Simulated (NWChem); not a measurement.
# One shape, several levels: C2H4Si (ethynylsilane)

Aim: a comparison of 6 runs (HF/def2-SVP, HF/pcseg-2, PBE0/def2-SVP, PBE0/pcseg-1, B3LYP/6-311G**, B3LYP/cc-pVTZ) of C2H4Si (ethynylsilane). 

The results are computed with NWChem 7.3.0.

## Step 1: The structure to begin with

C2H4Si has 7 atoms, charge 0, and is taken as a singlet. SMILES: `C#C[SiH3]`. The shape is that of a PBE0-D4/def2-TZVP optimisation.

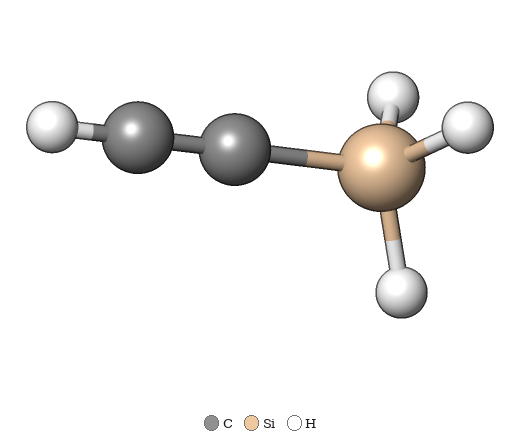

The structure, seen from a chosen angle (carbon grey, silicon light orange, hydrogen white).

## Step 2: Energy and gradient at HF/def2-SVP (run 1)

c2h4si.nw

```
START c2h4si
memory total 2200 mb

GEOMETRY noautosym nocenter noautoz
 C     -0.580700    -1.871400     0.172200
 C     -0.218500    -0.726500     0.062400
 Si     0.329800     1.004300    -0.103800
 H     -0.901000    -2.883500     0.269300
 H     -0.094500     1.528300    -1.425000
 H     -0.281700     1.818100     0.974900
 H      1.807900     1.062900     0.004400
END

BASIS spherical bse
 * library def2-SVP
END

SCF
 thresh 1e-08
 maxiter 80
END

TASK scf gradient
```

Launch:

```
$ nwchem c2h4si.nw > c2h4si.out
```

Output:

```text
[...]
  functions       =    66
[...]
  wavefunction    = RHF
[...]
         Total SCF energy =   -366.784342515770
      One-electron energy =   -669.601930706107
      Two-electron energy =    219.769691439103
 Nuclear repulsion energy =     83.047896751235
        Time for solution =      2.2s
[...]
                         RHF ENERGY GRADIENTS
    atom               coordinates                        gradient
                 x          y          z           x          y          z
   1 C      -1.097364  -3.536433   0.325411   -0.005710  -0.018091   0.001731
   2 C      -0.412905  -1.372886   0.117919    0.009346   0.029589  -0.002835
   3 Si      0.623232   1.897852  -0.196154   -0.003873  -0.012276   0.001221
   4 H      -1.702643  -5.449025   0.508903    0.000123   0.000395  -0.000037
   5 H      -0.178579   2.888068  -2.692860   -0.000724   0.000215  -0.001722
   6 H      -0.532336   3.435711   1.842294   -0.000956   0.000578   0.001455
   7 H       3.416436   2.008590   0.008315    0.001795  -0.000409   0.000188
[...]
```

Run time: 3.6 s. Hardware: 1 thread of AMD EPYC 9B45 (Zen 5), shared host; peak memory 0.1 GiB.

## Step 3: Energy and forces at HF/pcseg-2 (run 2)

c2h4si.xyz

```xyz
7

C     -0.580700    -1.871400     0.172200
C     -0.218500    -0.726500     0.062400
Si     0.329800     1.004300    -0.103800
H     -0.901000    -2.883500     0.269300
H     -0.094500     1.528300    -1.425000
H     -0.281700     1.818100     0.974900
H      1.807900     1.062900     0.004400
```

run.py

```python
from ase.io import read
from ase.calculators.nwchem import NWChem

system = read('c2h4si.xyz')

calc = NWChem(
    label='c2h4si',
    theory='scf',
    memory='2200 mb',
    basis='pcseg-2',
    basispar='spherical bse',
    scf={'nopen': '0', 'rhf': None, 'thresh': '1e-08', 'maxiter': '80'},
)
system.calc = calc

forces = system.get_forces()
print(f"energy = {system.get_potential_energy():.6f} eV")
print("forces (eV/A):")
for s, f in zip(system.symbols, forces):
    print(f"{s:2s} {f[0]:10.5f} {f[1]:10.5f} {f[2]:10.5f}")
print("dipole (e A):", system.get_dipole_moment().round(4))
```

Launch:

```
$ export ASE_NWCHEM_COMMAND="nwchem PREFIX.nwi > PREFIX.nwo"
$ python run.py
```

Output:

```text
energy = -9985.766929 eV
forces (eV/A):
C     0.50023    1.58334   -0.15164
C    -0.73590   -2.32870    0.22322
Si    0.17062    0.54111   -0.05404
H     0.13478    0.42567   -0.04088
H     0.06978   -0.08377    0.21515
H     0.09935   -0.12979   -0.17417
H    -0.23891   -0.00787   -0.01759
dipole (e A): [-0.0298 -0.0946  0.0091]
```

The calculator wrote c2h4si.nwi:

```
title "c2h4si"

permanent_dir c2h4si

scratch_dir c2h4si

start c2h4si

geometry units angstrom nocenter noautosym noautoz
  C  -5.8069999999999999e-01 -1.8714000000000000e+00 1.7219999999999999e-01
  C  -2.1850000000000000e-01 -7.2650000000000003e-01 6.2399999999999997e-02
  Si 3.2979999999999998e-01 1.0043000000000000e+00 -1.0380000000000000e-01
  H  -9.0100000000000002e-01 -2.8835000000000002e+00 2.6929999999999998e-01
  H  -9.4500000000000001e-02 1.5283000000000000e+00 -1.4250000000000000e+00
  H  -2.8170000000000001e-01 1.8181000000000000e+00 9.7489999999999999e-01
  H  1.8079000000000001e+00 1.0629000000000000e+00 4.4000000000000003e-03
end

memory 2200 mb

basis spherical bse noprint
   * library pcseg-2
end

scf
  nopen 0
  rhf
  thresh 1e-08
  maxiter 80
end

task scf gradient
```

c2h4si.nwo (excerpt; [...] marks lines left out):

```text
[...]
      One-electron energy =   -670.224039018991
[... 1 line left out ...]
 Nuclear repulsion energy =     83.047896751234
[... 33 lines left out ...]
                       ROHF Final Molecular Orbital Analysis
[... 270 lines left out ...]
                              NWChem Gradients Module
[...]
  wavefunction    =   RHF
                         RHF ENERGY GRADIENTS
    atom               coordinates                        gradient
                 x          y          z           x          y          z
   1 C      -1.097364  -3.536433   0.325411   -0.009728  -0.030791   0.002949
   2 C      -0.412905  -1.372886   0.117919    0.014311   0.045286  -0.004341
   3 Si      0.623232   1.897852  -0.196154   -0.003318  -0.010523   0.001051
   4 H      -1.702643  -5.449025   0.508903   -0.002621  -0.008278   0.000795
   5 H      -0.178579   2.888068  -2.692860   -0.001357   0.001629  -0.004184
   6 H      -0.532336   3.435711   1.842294   -0.001932   0.002524   0.003387
   7 H       3.416436   2.008590   0.008315    0.004646   0.000153   0.000342
[...]
```

Run time: 41 s. Hardware: 1 thread of AMD EPYC 9B45 (Zen 5), shared host; peak memory 0.12 GiB.

## Step 4: Energy and gradient at PBE0/def2-SVP (run 3)

run.py

```python
from ase import Atoms
from ase.calculators.nwchem import NWChem

atoms = Atoms(['C', 'C', 'Si', 'H', 'H', 'H', 'H'], positions=[
    [-0.580700, -1.871400, 0.172200],
    [-0.218500, -0.726500, 0.062400],
    [0.329800, 1.004300, -0.103800],
    [-0.901000, -2.883500, 0.269300],
    [-0.094500, 1.528300, -1.425000],
    [-0.281700, 1.818100, 0.974900],
    [1.807900, 1.062900, 0.004400],
])

calc = NWChem(
    label='sp',
    theory='dft',
    memory='2200 mb',
    basis='def2-SVP',
    basispar='spherical bse',
    dft={'xc': 'pbe0', 'mult': '1', 'grid': 'xfine', 'convergence': 'energy 1e-08', 'iterations': '100', 'mulliken': None},
)
atoms.calc = calc

forces = atoms.get_forces()
print(f"energy = {atoms.get_potential_energy():.6f} eV")
print("forces (eV/A):")
for s, f in zip(atoms.symbols, forces):
    print(f"{s:2s} {f[0]:10.5f} {f[1]:10.5f} {f[2]:10.5f}")
print("dipole (e A):", atoms.get_dipole_moment().round(4))
```

Launch:

```
$ export ASE_NWCHEM_COMMAND="nwchem PREFIX.nwi > PREFIX.nwo"
$ python run.py
```

Output:

```text
energy = -10004.513353 eV
forces (eV/A):
C    -0.23412   -0.73852    0.07096
C     0.26904    0.84800   -0.08145
Si    0.01723    0.05667   -0.00751
H    -0.11961   -0.37811    0.03625
H    -0.03615    0.07621   -0.13735
H    -0.05626    0.10711    0.10999
H     0.15987    0.02864    0.00910
dipole (e A): [-0.0255 -0.0808  0.0078]
```

The calculator wrote sp.nwi:

```
title "sp"

permanent_dir sp

scratch_dir sp

start sp

geometry units angstrom nocenter noautosym noautoz
  C  -5.8069999999999999e-01 -1.8714000000000000e+00 1.7219999999999999e-01
  C  -2.1850000000000000e-01 -7.2650000000000003e-01 6.2399999999999997e-02
  Si 3.2979999999999998e-01 1.0043000000000000e+00 -1.0380000000000000e-01
  H  -9.0100000000000002e-01 -2.8835000000000002e+00 2.6929999999999998e-01
  H  -9.4500000000000001e-02 1.5283000000000000e+00 -1.4250000000000000e+00
  H  -2.8170000000000001e-01 1.8181000000000000e+00 9.7489999999999999e-01
  H  1.8079000000000001e+00 1.0629000000000000e+00 4.4000000000000003e-03
end

memory 2200 mb

basis spherical bse noprint
   * library def2-SVP
end

dft
  xc pbe0
  mult 1
  grid xfine
  convergence energy 1e-08
  iterations 100
  mulliken
end

task dft gradient
```

sp.nwo (excerpt; [...] marks lines left out):

```text
[...]
         Total DFT energy =     -367.659087408367
[...]
  wavefunction    = closed shell
                         DFT ENERGY GRADIENTS
    atom               coordinates                        gradient
                 x          y          z           x          y          z
   1 C      -1.097364  -3.536433   0.325411    0.004553   0.014362  -0.001380
   2 C      -0.412905  -1.372886   0.117919   -0.005232  -0.016491   0.001584
   3 Si      0.623232   1.897852  -0.196154   -0.000335  -0.001102   0.000146
   4 H      -1.702643  -5.449025   0.508903    0.002326   0.007353  -0.000705
   5 H      -0.178579   2.888068  -2.692860    0.000703  -0.001482   0.002671
   6 H      -0.532336   3.435711   1.842294    0.001094  -0.002083  -0.002139
   7 H       3.416436   2.008590   0.008315   -0.003109  -0.000557  -0.000177
[...]
```

Run time: 9.9 s. Hardware: 1 thread of AMD EPYC 9B45 (Zen 5), shared host; peak memory 0.14 GiB.

Runs 4 to 5 aren't shown in full; the table further down has their settings and results.

## Step 5: Energy and forces at B3LYP/cc-pVTZ (run 6)

run.py

```python
from ase import Atoms
from ase.calculators.nwchem import NWChem

molecule = Atoms(['C', 'C', 'Si', 'H', 'H', 'H', 'H'], positions=[
    [-0.580700, -1.871400, 0.172200],
    [-0.218500, -0.726500, 0.062400],
    [0.329800, 1.004300, -0.103800],
    [-0.901000, -2.883500, 0.269300],
    [-0.094500, 1.528300, -1.425000],
    [-0.281700, 1.818100, 0.974900],
    [1.807900, 1.062900, 0.004400],
])

calc = NWChem(
    label='mymol',
    theory='dft',
    memory='2200 mb',
    basis='cc-pVTZ',
    basispar='spherical bse',
    dft={'xc': 'b3lyp', 'mult': '1', 'grid': 'fine', 'convergence': 'energy 1e-08', 'iterations': '100', 'mulliken': None},
)
molecule.calc = calc

forces = molecule.get_forces()
e = molecule.get_potential_energy()
print(f"E = {e:.6f} eV")
print("forces (eV/A):")
for s, f in zip(molecule.symbols, forces):
    print(f"{s:2s} {f[0]:10.5f} {f[1]:10.5f} {f[2]:10.5f}")
print("dipole (e A):", molecule.get_dipole_moment().round(4))
```

Launch:

```
$ export ASE_NWCHEM_COMMAND="nwchem PREFIX.nwi > PREFIX.nwo"
$ python run.py
```

Output:

```text
E = -10016.632540 eV
forces (eV/A):
C    -0.01502   -0.04587    0.00453
C    -0.07970   -0.25413    0.02427
Si    0.05420    0.17319   -0.01856
H     0.03852    0.12166   -0.01167
H     0.01640   -0.00031    0.03538
H     0.02077   -0.00720   -0.02972
H    -0.03517    0.01270   -0.00422
dipole (e A): [-0.0245 -0.0775  0.0075]
```

The calculator wrote mymol.nwi:

```
title "mymol"

permanent_dir mymol

scratch_dir mymol

start mymol

geometry units angstrom nocenter noautosym noautoz
  C  -5.8069999999999999e-01 -1.8714000000000000e+00 1.7219999999999999e-01
  C  -2.1850000000000000e-01 -7.2650000000000003e-01 6.2399999999999997e-02
  Si 3.2979999999999998e-01 1.0043000000000000e+00 -1.0380000000000000e-01
  H  -9.0100000000000002e-01 -2.8835000000000002e+00 2.6929999999999998e-01
  H  -9.4500000000000001e-02 1.5283000000000000e+00 -1.4250000000000000e+00
  H  -2.8170000000000001e-01 1.8181000000000000e+00 9.7489999999999999e-01
  H  1.8079000000000001e+00 1.0629000000000000e+00 4.4000000000000003e-03
end

memory 2200 mb

basis spherical bse noprint
   * library cc-pVTZ
end

dft
  xc b3lyp
  mult 1
  grid fine
  convergence energy 1e-08
  iterations 100
  mulliken
end

task dft gradient
```

mymol.nwo (excerpt; [...] marks lines left out):

```text
[...]
         Total DFT energy =     -368.104459327876
[...]
  wavefunction    = closed shell
                         DFT ENERGY GRADIENTS
    atom               coordinates                        gradient
                 x          y          z           x          y          z
   1 C      -1.097364  -3.536433   0.325411    0.000292   0.000892  -0.000088
   2 C      -0.412905  -1.372886   0.117919    0.001550   0.004942  -0.000472
   3 Si      0.623232   1.897852  -0.196154   -0.001054  -0.003368   0.000361
   4 H      -1.702643  -5.449025   0.508903   -0.000749  -0.002366   0.000227
   5 H      -0.178579   2.888068  -2.692860   -0.000319   0.000006  -0.000688
   6 H      -0.532336   3.435711   1.842294   -0.000404   0.000140   0.000578
   7 H       3.416436   2.008590   0.008315    0.000684  -0.000247   0.000082
[...]
```

Run time: 48 s. Hardware: 1 thread of AMD EPYC 9B45 (Zen 5), shared host; peak memory 0.14 GiB.

## Step 6: Overview of the runs

| run | level | iteration cap | module | energy (Eh) | dipole moment (D) | HOMO energy (eV) | LUMO energy (eV) | wall time |
| --- | --- | --- | --- | --- | --- | --- | --- | --- |
| 1 | HF/def2-SVP | 80 | scf | -366.784343 | 0.54 | -11.04 | 3.81 | 3.6 s |
| 2 | HF/pcseg-2 | 80 | scf | -366.970169 | 0.48 | -11.03 | 2.87 | 41 s |
| 3 | PBE0/def2-SVP | 100 | dft | -367.659087 | 0.41 | -8.26 | 0.11 | 9.9 s |
| 4 | PBE0/pcseg-1 | 100 | dft | -367.781032 | 0.33 | -8.31 | 0.02 | 12 s |
| 5 | B3LYP/6-311G** | 100 | dft | -368.090730 | 0.39 | -7.98 | -0.12 | 13 s |
| 6 | B3LYP/cc-pVTZ | 100 | dft | -368.104459 | 0.39 | -8.04 | -0.23 | 48 s |

## Step 7: Results

```
                       quantity          value
            run 6: total energy  -368.10446 Eh
           run 6: dipole moment         0.39 D
             run 6: HOMO energy       -8.04 eV
             run 6: LUMO energy       -0.23 eV
           run 6: HOMO–LUMO gap        7.81 eV
run 6: largest force on an atom     0.267 eV/Å
```

**Reading.** The dipole moment (its size) runs from 0.33 D (PBE0/pcseg-1) to 0.54 D (HF/def2-SVP). The two ends differ in method and basis. The HOMO–LUMO gap runs from 7.81 eV (B3LYP/cc-pVTZ) to 14.86 eV (HF/def2-SVP). Totals of different functionals can't be ranked against each other. All runs together took 2.1 min, the longest 48 s.
